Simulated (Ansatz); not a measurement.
## Molecular dynamics, with input and output: WH3Cl2F (part 1 of 3)

- system: WH3Cl2F
- method: RKS PBE-D4/def2-SVP (Ansatz 0.2.0)

It belongs to a series of runs on one base structure; here: dynamics from the start. Figures and captions count atoms from 1; the log counts them from 0 in places.

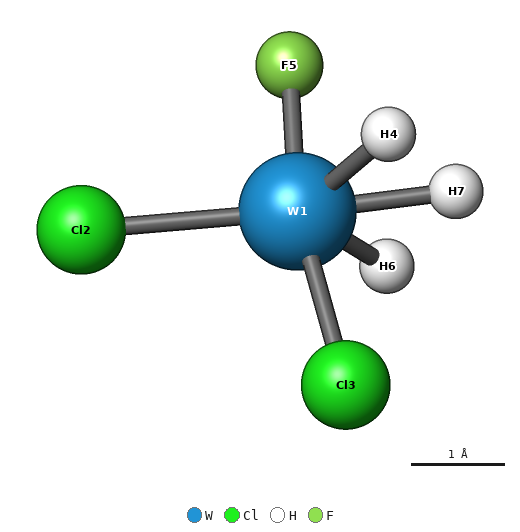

**Figure 1.** The structure as given in the input (ball-and-stick view, seen at a tilt; atoms are numbered from 1 in the order of the input). Sticks mark near contacts. Bond lengths as drawn: Cl–W 2.26 to 2.35 Å, F–W 1.85 Å and H–W 1.68 to 1.73 Å.

Key numbers:

- outcome: finished
- mean temperature over the second half: 1069 K
- trajectory: 166 steps, 83 fs
- ensemble: nve
- temperature in the input: 2000.0 K
- time step: 0.5 fs
- potential energy (last step): −29616.9866 eV
- mean-field energy (last step): −29616.7881 eV
- largest force (length of the vector) (last step): 2.593 eV/Å
- hardware: 2 threads of Arm Neoverse V1, 24 GiB of memory available, shared host
- wall time: 6.1 min (CPU time 12 min)
- peak memory: 0.14 GiB

So short a trajectory is not equilibrated.

The input:
```yaml
crystal:
  periodic: [false, false, false]
  atoms:
    - { symbol: W, position_ang: [0.038128, 0.0, 0.344205] }
    - { symbol: Cl, position_ang: [-0.030894, 0.0, 2.692593] }
    - { symbol: Cl, position_ang: [2.285808, 0.0, 0.11794] }
    - { symbol: H, position_ang: [0.023617, 1.365601, -0.641548] }
    - { symbol: F, position_ang: [-1.808208, 0.0, 0.185088] }
    - { symbol: H, position_ang: [0.023617, -1.365601, -0.641548] }
    - { symbol: H, position_ang: [0.007933, 0.0, -1.386731] }
basis:
  gaussian: { orbitals: def2-SVP }
hamiltonian:
  xc: pbe
  dispersion: d4
md:
  timestep: 0.5
  n_steps: 166
  ensemble: nve
  temperature: 2000.0
  initial_velocities: maxwell_boltzmann
  seed: 223847
```

Run as:
```bash
ansatz run input.yaml --threads 2 --pin off --max-ram 3072MiB --backend cpu --events-out ev --progress --plain --runs-dir out
```

What the program printed:
```
Engine: ansatz 0.2.0, aarch64-unknown-linux-gnu
Functional definition: PBE
  parameter kappa = 0.804
  parameter beta = 0.06672455060314922
  exchange = pbe_x(kappa = kappa, mu = beta*pi^2/3)
  correlation = pbe_c(beta = beta)
1019 factors; their error is unknown
mean field evaluation 1: about -29614.9094 eV, gradient 3.5e1 eV
mean field evaluation 2: about -29555.7735 eV, gradient 1.9e2 eV
mean field evaluation 4: about -29617.3715 eV, gradient 1.0e1 eV
mean field evaluation 8: about -29617.5908 eV, gradient 3.1e-1 eV
mean field evaluation 16: about -29617.5275 eV, gradient 1.4e-4 eV
mean field -29617.52746237 eV, -1088.4240587611 hartree, gradient 2.2e-5 eV, S^2 0.000000; 0 other end points of the search recorded, 0 dependent functions left out
the calculation of the forces begins
reference -29617.52752748 eV, -1088.4240611539 hartree; 30, 30 occupied and 67, 67 virtual orbitals, 1019 factors
md step     0: t =     0.00 fs  T =  2000.0 K  F+E_penalty+E_count = -29617.72556848 eV  E_kin = 1.292600 eV  conserved = -29616.43296849 eV  (31 SCF iters)
these checks for a lower state are left out or cut short: starts, cluster_reference, orbital_swaps, neighbouring_geometries, increment
1019 factors; their error is unknown
mean field -29617.51170777 eV, -1088.4234797902 hartree, gradient 1.4e-5 eV, S^2 0.000000; 0 other end points of the search recorded, 0 dependent functions left out
the calculation of the forces begins
reference -29617.51177288 eV, -1088.4234821827 hartree; 30, 30 occupied and 67, 67 virtual orbitals, 1019 factors
md step     1: t =     0.50 fs  T =  1976.4 K  F+E_penalty+E_count = -29617.71040162 eV  E_kin = 1.277320 eV  conserved = -29616.43308119 eV  (33 SCF iters, 17 dispersion substeps)
[... from here on the SCF iterations and repeated set-up lines of each step are left out, up to the last step ...]
md step     2: t =     1.00 fs  T =  1905.5 K  F+E_penalty+E_count = -29617.66442916 eV  E_kin = 1.231547 eV  conserved = -29616.43288254 eV  (33 SCF iters, 17 dispersion substeps)
md step     3: t =     1.50 fs  T =  1794.1 K  F+E_penalty+E_count = -29617.59183961 eV  E_kin = 1.159528 eV  conserved = -29616.43231122 eV  (33 SCF iters, 17 dispersion substeps)
md step     4: t =     2.00 fs  T =  1657.2 K  F+E_penalty+E_count = -29617.50249105 eV  E_kin = 1.071070 eV  conserved = -29616.43142122 eV  (33 SCF iters, 17 dispersion substeps)
md step     5: t =     2.50 fs  T =  1517.1 K  F+E_penalty+E_count = -29617.41089483 eV  E_kin = 0.980473 eV  conserved = -29616.43042189 eV  (32 SCF iters, 17 dispersion substeps)
md step     6: t =     3.00 fs  T =  1397.6 K  F+E_penalty+E_count = -29617.33290980 eV  E_kin = 0.903276 eV  conserved = -29616.42963424 eV  (32 SCF iters, 17 dispersion substeps)
md step     7: t =     3.50 fs  T =  1317.5 K  F+E_penalty+E_count = -29617.28087846 eV  E_kin = 0.851532 eV  conserved = -29616.42934664 eV  (34 SCF iters, 17 dispersion substeps)
md step     8: t =     4.00 fs  T =  1283.7 K  F+E_penalty+E_count = -29617.25933139 eV  E_kin = 0.829679 eV  conserved = -29616.42965208 eV  (33 SCF iters, 17 dispersion substeps)
md step     9: t =     4.50 fs  T =  1289.2 K  F+E_penalty+E_count = -29617.26359056 eV  E_kin = 0.833196 eV  conserved = -29616.43039413 eV  (32 SCF iters, 17 dispersion substeps)
md step    10: t =     5.00 fs  T =  1316.4 K  F+E_penalty+E_count = -29617.28204493 eV  E_kin = 0.850778 eV  conserved = -29616.43126676 eV  (33 SCF iters, 17 dispersion substeps)
md step    11: t =     5.50 fs  T =  1344.1 K  F+E_penalty+E_count = -29617.30069650 eV  E_kin = 0.868715 eV  conserved = -29616.43198108 eV  (33 SCF iters, 17 dispersion substeps)
md step    12: t =     6.00 fs  T =  1354.2 K  F+E_penalty+E_count = -29617.30758048 eV  E_kin = 0.875203 eV  conserved = -29616.43237712 eV  (33 SCF iters, 17 dispersion substeps)
md step    13: t =     6.50 fs  T =  1335.2 K  F+E_penalty+E_count = -29617.29536843 eV  E_kin = 0.862931 eV  conserved = -29616.43243703 eV  (32 SCF iters, 17 dispersion substeps)
md step    14: t =     7.00 fs  T =  1283.7 K  F+E_penalty+E_count = -29617.26185961 eV  E_kin = 0.829625 eV  conserved = -29616.43223482 eV  (32 SCF iters, 17 dispersion substeps)
md step    15: t =     7.50 fs  T =  1202.5 K  F+E_penalty+E_count = -29617.20903084 eV  E_kin = 0.777156 eV  conserved = -29616.43187481 eV  (32 SCF iters, 17 dispersion substeps)
md step    16: t =     8.00 fs  T =  1098.7 K  F+E_penalty+E_count = -29617.14153020 eV  E_kin = 0.710078 eV  conserved = -29616.43145228 eV  (32 SCF iters, 17 dispersion substeps)
md step    17: t =     8.50 fs  T =   981.3 K  F+E_penalty+E_count = -29617.06523818 eV  E_kin = 0.634203 eV  conserved = -29616.43103562 eV  (33 SCF iters, 17 dispersion substeps)
md step    18: t =     9.00 fs  T =   859.5 K  F+E_penalty+E_count = -29616.98618688 eV  E_kin = 0.555522 eV  conserved = -29616.43066529 eV  (32 SCF iters, 17 dispersion substeps)
md step    19: t =     9.50 fs  T =   741.9 K  F+E_penalty+E_count = -29616.90987889 eV  E_kin = 0.479517 eV  conserved = -29616.43036183 eV  (35 SCF iters, 17 dispersion substeps)
md step    20: t =    10.00 fs  T =   635.6 K  F+E_penalty+E_count = -29616.84092227 eV  E_kin = 0.410793 eV  conserved = -29616.43012902 eV  (35 SCF iters, 17 dispersion substeps)
md step    21: t =    10.50 fs  T =   546.1 K  F+E_penalty+E_count = -29616.78289229 eV  E_kin = 0.352927 eV  conserved = -29616.42996564 eV  (35 SCF iters, 17 dispersion substeps)
md step    22: t =    11.00 fs  T =   477.2 K  F+E_penalty+E_count = -29616.73831112 eV  E_kin = 0.308445 eV  conserved = -29616.42986577 eV  (35 SCF iters, 17 dispersion substeps)
md step    23: t =    11.50 fs  T =   431.5 K  F+E_penalty+E_count = -29616.70870094 eV  E_kin = 0.278876 eV  conserved = -29616.42982518 eV  (35 SCF iters, 17 dispersion substeps)
md step    24: t =    12.00 fs  T =   409.7 K  F+E_penalty+E_count = -29616.69465247 eV  E_kin = 0.264812 eV  conserved = -29616.42984049 eV  (35 SCF iters, 17 dispersion substeps)
md step    25: t =    12.50 fs  T =   411.5 K  F+E_penalty+E_count = -29616.69588242 eV  E_kin = 0.265970 eV  conserved = -29616.42991207 eV  (35 SCF iters, 17 dispersion substeps)
md step    26: t =    13.00 fs  T =   435.1 K  F+E_penalty+E_count = -29616.71124358 eV  E_kin = 0.281199 eV  conserved = -29616.43004435 eV  (35 SCF iters, 17 dispersion substeps)
md step    27: t =    13.50 fs  T =   477.2 K  F+E_penalty+E_count = -29616.73867516 eV  E_kin = 0.308431 eV  conserved = -29616.43024400 eV  (35 SCF iters, 17 dispersion substeps)
md step    28: t =    14.00 fs  T =   533.2 K  F+E_penalty+E_count = -29616.77511156 eV  E_kin = 0.344593 eV  conserved = -29616.43051810 eV  (35 SCF iters, 17 dispersion substeps)
md step    29: t =    14.50 fs  T =   596.5 K  F+E_penalty+E_count = -29616.81640684 eV  E_kin = 0.385543 eV  conserved = -29616.43086409 eV  (35 SCF iters, 17 dispersion substeps)
md step    30: t =    15.00 fs  T =   659.4 K  F+E_penalty+E_count = -29616.85742616 eV  E_kin = 0.426168 eV  conserved = -29616.43125783 eV  (35 SCF iters, 17 dispersion substeps)
md step    31: t =    15.50 fs  T =   713.1 K  F+E_penalty+E_count = -29616.89251716 eV  E_kin = 0.460883 eV  conserved = -29616.43163452 eV  (35 SCF iters, 17 dispersion substeps)
md step    32: t =    16.00 fs  T =   749.9 K  F+E_penalty+E_count = -29616.91653129 eV  E_kin = 0.484653 eV  conserved = -29616.43187822 eV  (35 SCF iters, 17 dispersion substeps)
md step    33: t =    16.50 fs  T =   765.3 K  F+E_penalty+E_count = -29616.92643503 eV  E_kin = 0.494583 eV  conserved = -29616.43185164 eV  (35 SCF iters, 17 dispersion substeps)
md step    34: t =    17.00 fs  T =   760.9 K  F+E_penalty+E_count = -29616.92325351 eV  E_kin = 0.491775 eV  conserved = -29616.43147894 eV  (34 SCF iters, 17 dispersion substeps)
md step    35: t =    17.50 fs  T =   746.1 K  F+E_penalty+E_count = -29616.91305667 eV  E_kin = 0.482189 eV  conserved = -29616.43086752 eV  (32 SCF iters, 17 dispersion substeps)
md step    36: t =    18.00 fs  T =   734.8 K  F+E_penalty+E_count = -29616.90524795 eV  E_kin = 0.474925 eV  conserved = -29616.43032333 eV  (32 SCF iters, 17 dispersion substeps)
md step    37: t =    18.50 fs  T =   739.6 K  F+E_penalty+E_count = -29616.90816358 eV  E_kin = 0.478019 eV  conserved = -29616.43014468 eV  (33 SCF iters, 17 dispersion substeps)
md step    38: t =    19.00 fs  T =   765.1 K  F+E_penalty+E_count = -29616.92486142 eV  E_kin = 0.494504 eV  conserved = -29616.43035743 eV  (32 SCF iters, 17 dispersion substeps)
md step    39: t =    19.50 fs  T =   807.5 K  F+E_penalty+E_count = -29616.95259592 eV  E_kin = 0.521881 eV  conserved = -29616.43071475 eV  (32 SCF iters, 17 dispersion substeps)
md step    40: t =    20.00 fs  T =   858.9 K  F+E_penalty+E_count = -29616.98604844 eV  E_kin = 0.555092 eV  conserved = -29616.43095636 eV  (33 SCF iters, 17 dispersion substeps)
md step    41: t =    20.50 fs  T =   912.9 K  F+E_penalty+E_count = -29617.02099074 eV  E_kin = 0.589996 eV  conserved = -29616.43099483 eV  (33 SCF iters, 17 dispersion substeps)
md step    42: t =    21.00 fs  T =   966.8 K  F+E_penalty+E_count = -29617.05571117 eV  E_kin = 0.624814 eV  conserved = -29616.43089714 eV  (34 SCF iters, 17 dispersion substeps)
md step    43: t =    21.50 fs  T =  1020.5 K  F+E_penalty+E_count = -29617.09035013 eV  E_kin = 0.659573 eV  conserved = -29616.43077741 eV  (34 SCF iters, 17 dispersion substeps)
md step    44: t =    22.00 fs  T =  1075.1 K  F+E_penalty+E_count = -29617.12557961 eV  E_kin = 0.694866 eV  conserved = -29616.43071323 eV  (32 SCF iters, 17 dispersion substeps)
md step    45: t =    22.50 fs  T =  1130.8 K  F+E_penalty+E_count = -29617.16153800 eV  E_kin = 0.730812 eV  conserved = -29616.43072608 eV  (33 SCF iters, 17 dispersion substeps)
md step    46: t =    23.00 fs  T =  1186.3 K  F+E_penalty+E_count = -29617.19748331 eV  E_kin = 0.766685 eV  conserved = -29616.43079852 eV  (33 SCF iters, 17 dispersion substeps)
md step    47: t =    23.50 fs  T =  1239.5 K  F+E_penalty+E_count = -29617.23201560 eV  E_kin = 0.801116 eV  conserved = -29616.43089989 eV  (33 SCF iters, 17 dispersion substeps)
md step    48: t =    24.00 fs  T =  1288.1 K  F+E_penalty+E_count = -29617.26349069 eV  E_kin = 0.832489 eV  conserved = -29616.43100138 eV  (34 SCF iters, 17 dispersion substeps)
md step    49: t =    24.50 fs  T =  1329.6 K  F+E_penalty+E_count = -29617.29039903 eV  E_kin = 0.859315 eV  conserved = -29616.43108367 eV  (34 SCF iters, 17 dispersion substeps)
md step    50: t =    25.00 fs  T =  1362.3 K  F+E_penalty+E_count = -29617.31160971 eV  E_kin = 0.880472 eV  conserved = -29616.43113732 eV  (34 SCF iters, 17 dispersion substeps)
md step    51: t =    25.50 fs  T =  1385.3 K  F+E_penalty+E_count = -29617.32646940 eV  E_kin = 0.895308 eV  conserved = -29616.43116131 eV  (33 SCF iters, 17 dispersion substeps)
md step    52: t =    26.00 fs  T =  1398.1 K  F+E_penalty+E_count = -29617.33478087 eV  E_kin = 0.903619 eV  conserved = -29616.43116146 eV  (33 SCF iters, 17 dispersion substeps)
md step    53: t =    26.50 fs  T =  1401.1 K  F+E_penalty+E_count = -29617.33669706 eV  E_kin = 0.905551 eV  conserved = -29616.43114592 eV  (33 SCF iters, 17 dispersion substeps)
md step    54: t =    27.00 fs  T =  1394.8 K  F+E_penalty+E_count = -29617.33258644 eV  E_kin = 0.901464 eV  conserved = -29616.43112291 eV  (32 SCF iters, 17 dispersion substeps)
md step    55: t =    27.50 fs  T =  1379.9 K  F+E_penalty+E_count = -29617.32290624 eV  E_kin = 0.891807 eV  conserved = -29616.43109905 eV  (33 SCF iters, 17 dispersion substeps)
md step    56: t =    28.00 fs  T =  1357.0 K  F+E_penalty+E_count = -29617.30810742 eV  E_kin = 0.877030 eV  conserved = -29616.43107740 eV  (34 SCF iters, 17 dispersion substeps)
md step    57: t =    28.50 fs  T =  1326.8 K  F+E_penalty+E_count = -29617.28858994 eV  E_kin = 0.857532 eV  conserved = -29616.43105841 eV  (44 SCF iters, 17 dispersion substeps)
md step    58: t =    29.00 fs  T =  1289.9 K  F+E_penalty+E_count = -29617.26470077 eV  E_kin = 0.833660 eV  conserved = -29616.43104055 eV  (33 SCF iters, 17 dispersion substeps)
md step    59: t =    29.50 fs  T =  1246.7 K  F+E_penalty+E_count = -29617.23676055 eV  E_kin = 0.805739 eV  conserved = -29616.43102120 eV  (33 SCF iters, 17 dispersion substeps)
md step    60: t =    30.00 fs  T =  1197.8 K  F+E_penalty+E_count = -29617.20510870 eV  E_kin = 0.774112 eV  conserved = -29616.43099664 eV  (33 SCF iters, 17 dispersion substeps)
md step    61: t =    30.50 fs  T =  1143.7 K  F+E_penalty+E_count = -29617.17016186 eV  E_kin = 0.739199 eV  conserved = -29616.43096274 eV  (33 SCF iters, 17 dispersion substeps)
md step    62: t =    31.00 fs  T =  1085.5 K  F+E_penalty+E_count = -29617.13247423 eV  E_kin = 0.701558 eV  conserved = -29616.43091624 eV  (33 SCF iters, 17 dispersion substeps)
md step    63: t =    31.50 fs  T =  1024.2 K  F+E_penalty+E_count = -29617.09278198 eV  E_kin = 0.661926 eV  conserved = -29616.43085644 eV  (32 SCF iters, 17 dispersion substeps)
md step    64: t =    32.00 fs  T =   961.2 K  F+E_penalty+E_count = -29617.05200811 eV  E_kin = 0.621222 eV  conserved = -29616.43078628 eV  (33 SCF iters, 17 dispersion substeps)
md step    65: t =    32.50 fs  T =   898.2 K  F+E_penalty+E_count = -29617.01120813 eV  E_kin = 0.580495 eV  conserved = -29616.43071361 eV  (33 SCF iters, 17 dispersion substeps)
md step    66: t =    33.00 fs  T =   836.8 K  F+E_penalty+E_count = -29616.97144814 eV  E_kin = 0.540799 eV  conserved = -29616.43064921 eV  (33 SCF iters, 17 dispersion substeps)
md step    67: t =    33.50 fs  T =   778.3 K  F+E_penalty+E_count = -29616.93364320 eV  E_kin = 0.503040 eV  conserved = -29616.43060296 eV  (33 SCF iters, 17 dispersion substeps)
md step    68: t =    34.00 fs  T =   723.9 K  F+E_penalty+E_count = -29616.89841413 eV  E_kin = 0.467835 eV  conserved = -29616.43057955 eV  (33 SCF iters, 17 dispersion substeps)
md step    69: t =    34.50 fs  T =   673.8 K  F+E_penalty+E_count = -29616.86602805 eV  E_kin = 0.435453 eV  conserved = -29616.43057517 eV  (33 SCF iters, 17 dispersion substeps)
md step    70: t =    35.00 fs  T =   628.0 K  F+E_penalty+E_count = -29616.83646383 eV  E_kin = 0.405885 eV  conserved = -29616.43057855 eV  (33 SCF iters, 17 dispersion substeps)
md step    71: t =    35.50 fs  T =   586.4 K  F+E_penalty+E_count = -29616.80958817 eV  E_kin = 0.379012 eV  conserved = -29616.43057645 eV  (33 SCF iters, 17 dispersion substeps)
md step    72: t =    36.00 fs  T =   549.0 K  F+E_penalty+E_count = -29616.78536990 eV  E_kin = 0.354813 eV  conserved = -29616.43055704 eV  (33 SCF iters, 17 dispersion substeps)
```
